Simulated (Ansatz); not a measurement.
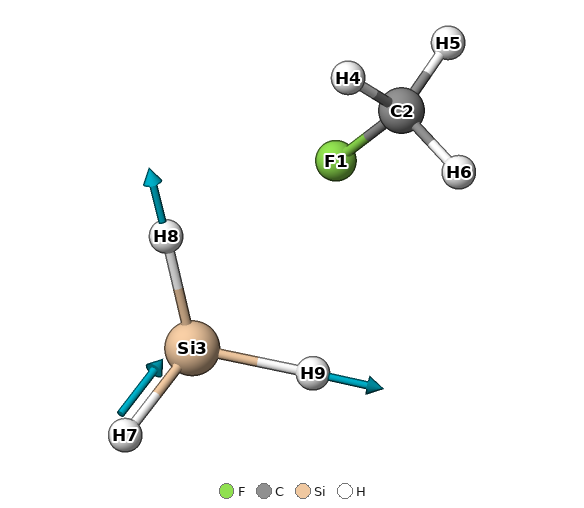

The arrows show one normal mode. Charge 0, doublet. Harmonic vibrations computed with UKS PBE0-D4/def2-TZVP (Ansatz 0.2.0) at a stationary point of the same level.

Describe the motion.

Answer. Mostly out-of-phase stretching of 3 Si–H bonds.

Estimate its harmonic wavenumber.

Answer. 2231 cm⁻¹; it is mode 17 of 21 counted from the lowest.
